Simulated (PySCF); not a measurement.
**SiCl2 (SMILES Cl[Si]Cl) at 6 levels**

We compute a comparison of 6 runs (HF/3-21G, B3LYP/6-31G*, BP86/cc-pVDZ, PBE/def2-SVP, B2PLYP/6-311G**, M06-2X/pcseg-2) of SiCl2. Input form: a Python script.

The results are computed with PySCF 2.14.0.

### Step 1. The system as given

SiCl2 has 3 atoms, charge 0, and is taken as a singlet. As SMILES, `Cl[Si]Cl`. The coordinates come from a PBE0-D4/def2-TZVP relaxation.

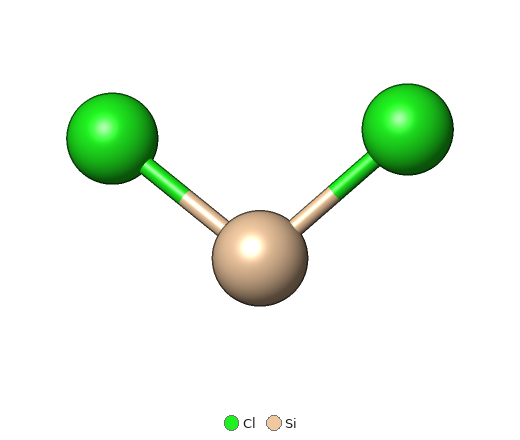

The structure, seen from a chosen angle (chlorine green, silicon light orange).

### Step 2. Energy and forces at HF/3-21G (run 1)

Input file input.py:

```python
# Cl[Si]Cl
from pyscf import gto

mol = gto.Mole()
mol.atom = '''
Cl   0.293800   1.603800   0.338000
Si  -0.770100  -0.010400  -0.422000
Cl   0.476300  -1.593400   0.084000
'''
mol.max_memory = 1860
mol.charge = 0
mol.basis = '3-21g'
mol.verbose = 3
mol.build()

hf = mol.RHF()
hf.conv_tol = 1e-10
hf.kernel()
if not hf.converged:
    hf = hf.newton().run(hf.mo_coeff, hf.mo_occ)

energy = hf.e_tot
print('E = %.10f Eh' % energy)
grad = hf.nuc_grad_method().kernel()
hf.analyze()
```

Launch:

```
$ OMP_NUM_THREADS=1 python input.py
```

Log:

```text
converged SCF energy = -1202.04729741741
[... 11 lines left out ...]
MO #4   energy= -10.5186549158548  occ= 2
[... 6 lines left out ...]
MO #11  energy= -7.97733547608992  occ= 2
[... 6 lines left out ...]
MO #18  energy= -0.692450767226663 occ= 2
[... 6 lines left out ...]
MO #25  energy= -0.0185064208859334 occ= 0
[... 6 lines left out ...]
MO #32  energy= 0.741915197956277  occ= 0
[... 6 lines left out ...]
MO #39  energy= 0.981098644919924  occ= 0
[... 4 lines left out ...]
Dipole moment(X, Y, Z, Debye): -2.17413, -0.02901, -1.19134
```

Run time: 2.3 s. Hardware: 1 thread of Intel Xeon at 2.50GHz (Skylake/Cascade Lake), shared host; peak memory 0.12 GiB.

### Step 3. Energy and gradient at B3LYP/6-31G(d) (spherical functions) (run 2)

Input file calc.py:

```python
import pyscf.grad
from pyscf import gto, dft

mol = gto.M(
    atom='''
Cl     0.555202     3.030743     0.638727
Si    -1.455278    -0.019653    -0.797464
Cl     0.900077    -3.011090     0.158737
''',
    basis='6-31g*',
    spin=0,
    unit='bohr',
    verbose=3,
    max_memory=1860,
)

mf = dft.RKS(mol)
mf.xc = 'b3lyp'
mf.grids.level = 5
mf.conv_tol = 1e-10
mf.kernel()
if not mf.converged:
    mf = mf.newton().run(mf.mo_coeff, mf.mo_occ)

e_final = mf.e_tot
print('E(%s) = %.9f' % ('B3LYP', e_final))
grad = mf.Gradients().kernel()
mf.analyze()
```

Launch:

```
$ OMP_NUM_THREADS=1 python calc.py
```

Log:

```text
converged SCF energy = -1209.94132371064
[... 11 lines left out ...]
MO #4   energy= -9.47029591608172  occ= 2
[... 9 lines left out ...]
MO #14  energy= -3.71900995524333  occ= 2
[... 9 lines left out ...]
MO #24  energy= -0.280184281174455 occ= 2
[... 9 lines left out ...]
MO #34  energy= 0.40011595439068   occ= 0
[... 9 lines left out ...]
MO #44  energy= 0.691747491222278  occ= 0
[... 9 lines left out ...]
MO #54  energy= 1.27834059670556   occ= 0
[... 4 lines left out ...]
Dipole moment(X, Y, Z, Debye): -1.04634, -0.01379, -0.57334
```

It took 18 s on 1 thread of Intel Xeon at 2.50GHz (Skylake/Cascade Lake), shared host; peak memory 0.55 GiB.

Runs 3 to 5 aren't shown in full; the table further down has their settings and results.

### Step 4. Energy and gradient at M06-2X/pcseg-2 (run 6)

Input file geometry.xyz:

```xyz
3

Cl     0.293800     1.603800     0.338000
Si    -0.770100    -0.010400    -0.422000
Cl     0.476300    -1.593400     0.084000
```

Input file input.py:

```python
import pyscf.grad
from pyscf import gto, dft

mol = gto.Mole()
mol.atom = 'geometry.xyz'
mol.verbose = 3
mol.basis = 'pcseg-2'
mol.max_memory = 1860
mol.charge = 0
mol.build()

ks = dft.RKS(mol)
ks.xc = 'm06-2x'
ks.grids.level = 5
ks.conv_tol = 1e-10
ks.kernel()
if not ks.converged:
    ks = ks.newton().run(ks.mo_coeff, ks.mo_occ)

e_final = ks.e_tot
print('E(%s) = %.9f' % ('M06-2X', e_final))
grad = ks.Gradients().kernel()
ks.analyze()
```

Launch:

```
$ OMP_NUM_THREADS=1 python input.py
```

Log:

```text
converged SCF energy = -1209.96862521398
[... 24 lines left out ...]
MO #17  energy= -0.922426536371324 occ= 2
[... 16 lines left out ...]
MO #34  energy= 0.343235082071047  occ= 0
[... 16 lines left out ...]
MO #51  energy= 0.760532243998266  occ= 0
[... 16 lines left out ...]
MO #68  energy= 2.14185430085801   occ= 0
[... 16 lines left out ...]
MO #85  energy= 3.06974970382397   occ= 0
[... 16 lines left out ...]
MO #102 energy= 32.0967189554464   occ= 0
[... 4 lines left out ...]
Dipole moment(X, Y, Z, Debye): -1.17781, -0.01553, -0.64538
```

Wall time 68 s (1 thread of Intel Xeon at 2.50GHz (Skylake/Cascade Lake), shared host); peak memory 1 GiB.

### Step 5. All runs side by side

```tsv
run	level	integration grid	task	energy (Eh)	dipole moment (D)	HOMO energy (eV)	LUMO energy (eV)	wall time
1	HF/3-21G	–	gradient	-1202.047297	2.48	-10.67	-0.50	2.3 s
2	B3LYP/6-31G* (spherical functions)	5	gradient	-1209.941324	1.19	-7.62	-3.13	18 s
3	BP86/cc-pVDZ	5	gradient	-1210.076937	0.82	-6.71	-3.70	18 s
4	PBE/def2-SVP	5	gradient	-1209.050961	0.63	-6.48	-3.49	16 s
5	B2PLYP/6-311G**	5	energy	-1209.556762	1.59	-8.86	-1.95	9.9 s
6	M06-2X/pcseg-2	5	gradient	-1209.968625	1.34	-8.88	-2.16	68 s
```

### Step 6. What came out

| quantity | value |
| --- | --- |
| run 6: total energy | -1209.96863 Eh |
| run 6: dipole moment | 1.34 D |
| run 6: HOMO energy | -8.88 eV |
| run 6: LUMO energy | -2.16 eV |
| run 6: HOMO–LUMO gap | 6.72 eV |
| run 6: largest force on an atom | 0.021 eV/Å |

What this shows: The dipole moment (its size) runs from 0.63 D (PBE/def2-SVP) to 2.48 D (HF/3-21G). The two ends differ in method and basis. The HOMO–LUMO gap runs from 3.00 eV (PBE/def2-SVP) to 10.17 eV (HF/3-21G). Totals of different functionals can't be ranked against each other. All runs together took 2.2 min, the longest 68 s.
